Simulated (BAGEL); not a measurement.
# PBE0/cc-pVDZ (density fitting with qzvpp-jkfit) run of C3H7F (2-fluoropropane)

Aim: the energy change on altering one bond length of C3H7F (2-fluoropropane) at PBE0/cc-pVDZ (density fitting with qzvpp-jkfit), from 2 runs. 

Program for the calculation: BAGEL 1.2.2.

4 further runs of the same task are left out: 2 that didn't finish, 2 set aside as unsound or not needed. Runs told in other sessions of the task aren't counted.

## (1) The molecule

C3H7F has 11 atoms, charge 0, and is taken as a singlet. SMILES: `CC(C)F`. The coordinates come from a PBE0-D4/def2-TZVP relaxation.

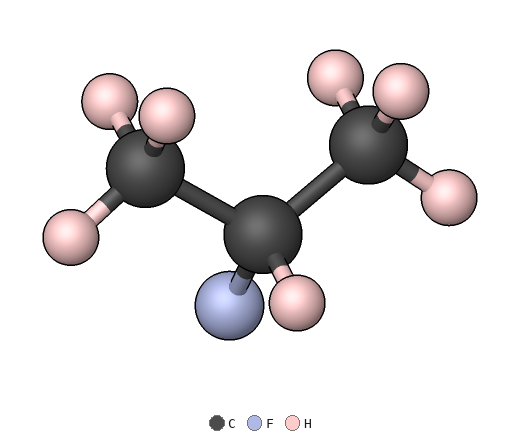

The structure, seen from a chosen angle (carbon dark grey, fluorine light blue, hydrogen pink).

## (2) The energy at PBE0/cc-pVDZ (density fitting with qzvpp-jkfit)

Input file input.json:

```json
{ "bagel" : [

{
  "title" : "molecule",
  "basis" : "cc-pvdz.json",
  "df_basis" : "qzvpp-jkfit",
  "angstrom" : true,
  "geometry" : [
    { "atom" : "C", "xyz" : [      -0.234500,       1.045100,      -0.703000 ] },
    { "atom" : "C", "xyz" : [      -0.479600,      -0.306600,      -0.081300 ] },
    { "atom" : "C", "xyz" : [       0.626400,      -0.766200,       0.834700 ] },
    { "atom" : "F", "xyz" : [      -0.614100,      -1.242400,      -1.108400 ] },
    { "atom" : "H", "xyz" : [      -1.041900,       1.303400,      -1.390000 ] },
    { "atom" : "H", "xyz" : [      -0.180600,       1.814100,       0.071000 ] },
    { "atom" : "H", "xyz" : [       0.707700,       1.043900,      -1.256000 ] },
    { "atom" : "H", "xyz" : [      -1.436600,      -0.307200,       0.453700 ] },
    { "atom" : "H", "xyz" : [       1.578500,      -0.788700,       0.299400 ] },
    { "atom" : "H", "xyz" : [       0.417300,      -1.766700,       1.216600 ] },
    { "atom" : "H", "xyz" : [       0.722800,      -0.085600,       1.683800 ] }
  ]
},

{
  "title" : "ks",
  "xc_func" : "pbe0"
},

{
  "title" : "print",
  "file" : "orbitals.molden",
  "orbitals" : true
}

]}
```

The basis set cc-pVDZ is read from a file made from the Basis Set Exchange's data (not shown).

On the command line:

```bash
$ BAGEL_NUM_THREADS=1 BAGEL input.json > input.out
```

The log of the run:

```text
* using 1 threads per process

  ===============================================================
  ===============================================================

  *** Geometry ***

  { "atom" : "C", "xyz" : [     -0.443141,      1.974953,     -1.328477 ] },
  { "atom" : "C", "xyz" : [     -0.906313,     -0.579390,     -0.153635 ] },
  { "atom" : "C", "xyz" : [      1.183724,     -1.447908,      1.577354 ] },
  { "atom" : "F", "xyz" : [     -1.160481,     -2.347796,     -2.094572 ] },
  { "atom" : "H", "xyz" : [     -1.968906,      2.463069,     -2.626719 ] },
  { "atom" : "H", "xyz" : [     -0.341285,      3.428152,      0.134171 ] },
  { "atom" : "H", "xyz" : [      1.337359,      1.972685,     -2.373496 ] },
  { "atom" : "H", "xyz" : [     -2.714781,     -0.580524,      0.857369 ] },
  { "atom" : "H", "xyz" : [      2.982933,     -1.490427,      0.565784 ] },
  { "atom" : "H", "xyz" : [      0.788583,     -3.338579,      2.299041 ] },
  { "atom" : "H", "xyz" : [      1.365894,     -0.161761,      3.181921 ] },

  Number of auxiliary basis functions:      428

  Since a DF basis is specified, we compute 2- and 3-index integrals:
    o Being stored without compression. Storage requirement is 0.028 GB

  Number of basis functions:       91
  Number of electrons      :       34

    * METHOD: MOLECULE                             0.19

  *** Kohn-Sham DFT ***

    * Removing 21448 points whose weight is below 1.00e-10
    * Grid points: 142518

  === Nuclear Repulsion ===
   133.0585992146

       - DIIS with orbital gradients will be used.

  === KS iteration (pbe0 / cc-pvdz.json) ===
      0       -187.40297139          0.11623787           0.39
      1       -171.61722014          0.12982682           0.37
      2       -154.84434805          0.21020860           0.36
      3       -202.94925495          0.13723726           0.37
      4       -214.16579945          0.07181189           0.36
      5       -216.79697611          0.05022190           0.36
      6       -216.71305409          0.04242521           0.36
      7       -217.68919303          0.02454091           0.38
      8       -218.13719824          0.00310894           0.42
      9       -218.14208540          0.00147795           0.37
     10       -218.14351533          0.00017103           0.37
     11       -218.14353328          0.00006618           0.39
     12       -218.14353581          0.00001051           0.43
     13       -218.14353586          0.00000318           0.39
     14       -218.14353587          0.00000118           0.38
     15       -218.14353587          0.00000031           0.38
     16       -218.14353587          0.00000008           0.38
     17       -218.14353587          0.00000004           0.38
     18       -218.14353587          0.00000001           0.37
    * SCF iteration converged.

    * Permanent dipole moment:
           (   -0.108462,    -0.472266,    -0.495667) a.u.

    * METHOD: KS                                   8.06

    * METHOD: PRINT                                0.01

  ===============================================================
```

Run time: 8.7 s. Hardware: 1 thread of Arm Neoverse V2, shared host; peak memory 0.56 GiB.

## (3) The distorted shape

Input file dft.json:

```json
{ "bagel" : [

{
  "title" : "molecule",
  "basis" : "cc-pvdz.json",
  "df_basis" : "qzvpp-jkfit",
  "angstrom" : true,
  "geometry" : [
    { "atom" : "C", "xyz" : [      -0.375854,       1.045280,      -0.620036 ] },
    { "atom" : "C", "xyz" : [      -0.620954,      -0.306420,       0.001664 ] },
    { "atom" : "C", "xyz" : [       0.485046,      -0.766020,       0.917664 ] },
    { "atom" : "F", "xyz" : [      -0.755454,      -1.242220,      -1.025436 ] },
    { "atom" : "H", "xyz" : [      -1.183254,       1.303580,      -1.307036 ] },
    { "atom" : "H", "xyz" : [      -0.321954,       1.814280,       0.153964 ] },
    { "atom" : "H", "xyz" : [       0.707700,       1.043900,      -1.256000 ] },
    { "atom" : "H", "xyz" : [      -1.577954,      -0.307020,       0.536664 ] },
    { "atom" : "H", "xyz" : [       1.437146,      -0.788520,       0.382364 ] },
    { "atom" : "H", "xyz" : [       0.275946,      -1.766520,       1.299564 ] },
    { "atom" : "H", "xyz" : [       0.581446,      -0.085420,       1.766764 ] }
  ]
},

{
  "title" : "ks",
  "xc_func" : "pbe0"
},

{
  "title" : "print",
  "file" : "orbitals.molden",
  "orbitals" : true
}

]}
```

The basis set cc-pVDZ is read from a file made from the Basis Set Exchange's data (not shown).

On the command line:

```bash
$ BAGEL_NUM_THREADS=1 BAGEL dft.json > dft.out
```

The log of the run:

```text
* using 1 threads per process

  ===============================================================
  ===============================================================

  *** Geometry ***

  { "atom" : "C", "xyz" : [     -0.710261,      1.975293,     -1.171698 ] },
  { "atom" : "C", "xyz" : [     -1.173433,     -0.579050,      0.003145 ] },
  { "atom" : "C", "xyz" : [      0.916604,     -1.447568,      1.734134 ] },
  { "atom" : "F", "xyz" : [     -1.427601,     -2.347456,     -1.937793 ] },
  { "atom" : "H", "xyz" : [     -2.236026,      2.463409,     -2.469940 ] },
  { "atom" : "H", "xyz" : [     -0.608405,      3.428492,      0.290950 ] },
  { "atom" : "H", "xyz" : [      1.337359,      1.972685,     -2.373496 ] },
  { "atom" : "H", "xyz" : [     -2.981901,     -0.580184,      1.014148 ] },
  { "atom" : "H", "xyz" : [      2.715812,     -1.490087,      0.722563 ] },
  { "atom" : "H", "xyz" : [      0.521462,     -3.338239,      2.455820 ] },
  { "atom" : "H", "xyz" : [      1.098774,     -0.161420,      3.338700 ] },

  Number of auxiliary basis functions:      428

  Since a DF basis is specified, we compute 2- and 3-index integrals:
    o Being stored without compression. Storage requirement is 0.028 GB

  Number of basis functions:       91
  Number of electrons      :       34

    * METHOD: MOLECULE                             0.18

  *** Kohn-Sham DFT ***

    * Removing 21216 points whose weight is below 1.00e-10
    * Grid points: 142750

  === Nuclear Repulsion ===
   132.4592157773

       - DIIS with orbital gradients will be used.

  === KS iteration (pbe0 / cc-pvdz.json) ===
      0       -186.95618078          0.11403519           0.41
      1       -169.74152097          0.14261707           0.39
      2       -164.23524521          0.17605427           0.38
      3       -208.51904498          0.10879914           0.39
      4       -216.52224206          0.04700572           0.40
      5       -217.78533983          0.02510447           0.43
      6       -218.00000706          0.01350938           0.43
      7       -218.12482252          0.00303559           0.43
      8       -218.12893984          0.00220019           0.39
      9       -218.13229976          0.00042451           0.40
     10       -218.13239713          0.00005014           0.38
     11       -218.13239812          0.00001711           0.38
     12       -218.13239827          0.00000489           0.39
     13       -218.13239828          0.00000096           0.39
     14       -218.13239828          0.00000040           0.42
     15       -218.13239828          0.00000009           0.44
     16       -218.13239829          0.00000002           0.43
     17       -218.13239829          0.00000001           0.40
    * SCF iteration converged.

    * Permanent dipole moment:
           (   -0.071904,    -0.461776,    -0.520885) a.u.

    * METHOD: KS                                   8.16

    * METHOD: PRINT                                0.01

  ===============================================================
```

It took 8.7 s on 1 thread of Arm Neoverse V2, shared host; peak memory 0.56 GiB.

## (4) Outcome

At PBE0/cc-pVDZ (density fitting with qzvpp-jkfit):

| quantity | value |
| --- | --- |
| first shape: total energy | -218.14354 Eh |
| first shape: dipole moment | 1.76 D |
| first shape: HOMO energy | -8.94 eV |
| first shape: LUMO energy | 1.96 eV |
| first shape: HOMO–LUMO gap | 10.90 eV |
| distorted shape: total energy | -218.13240 Eh |
| distorted shape: dipole moment | 1.78 D |
| distorted shape: HOMO energy | -8.92 eV |
| distorted shape: LUMO energy | 1.88 eV |
| distorted shape: HOMO–LUMO gap | 10.80 eV |
| energy change with the C1–H7 bond stretched from 1.092 to 1.256 Å | 0.303 eV |

In words: With the C1–H7 bond stretched from 1.092 to 1.256 Å the energy rises by 0.30 eV (7.0 kcal/mol). The first shape isn't relaxed at this level, so the change isn't measured from a minimum.
